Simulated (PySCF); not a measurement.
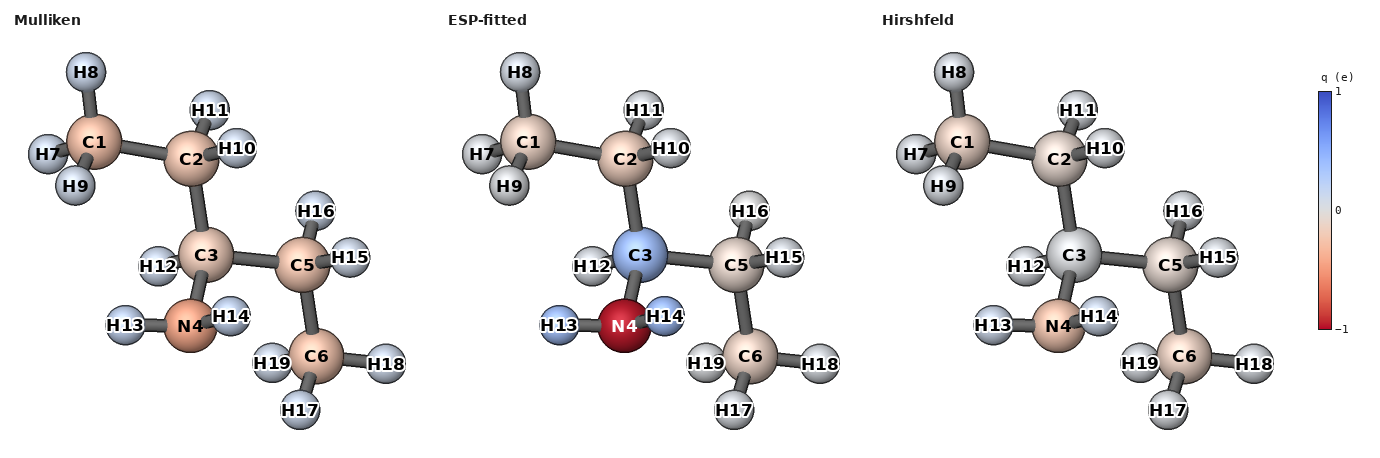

Atomic charges of one calculation by 3 schemes, on one colour scale. The geometry was computed by an optimisation with GFN2-xTB. No frequency run is at hand to confirm it as a minimum. Level of theory: PBE0/pcSseg-1 (PySCF 2.14.0).

Question. On which atom do the schemes disagree most?

Answer. On N4 (from −0.96 to −0.22 e).

List the charges (e), one line for each set of equivalent atoms.

```csv
atom,Mulliken,ESP-fitted,Hirshfeld
C1,−0.26,−0.13,−0.12
C2,−0.21,−0.16,−0.08
C3,−0.17,0.37,0.02
N4,−0.41,−0.96,−0.22
C5,−0.22,−0.08,−0.07
C6,−0.24,−0.12,−0.13
H7,0.11,0.03,0.04
H8,0.12,0.06,0.04
H9,0.09,0.02,0.03
H10,0.10,0.03,0.03
H11,0.11,0.04,0.04
H12,0.11,0.04,0.04
H13,0.17,0.35,0.10
H14,0.16,0.36,0.10
H15,0.10,0.04,0.03
H16,0.11,0.01,0.04
H17,0.12,0.04,0.03
H18,0.11,0.04,0.04
H19,0.10,0.02,0.04
```
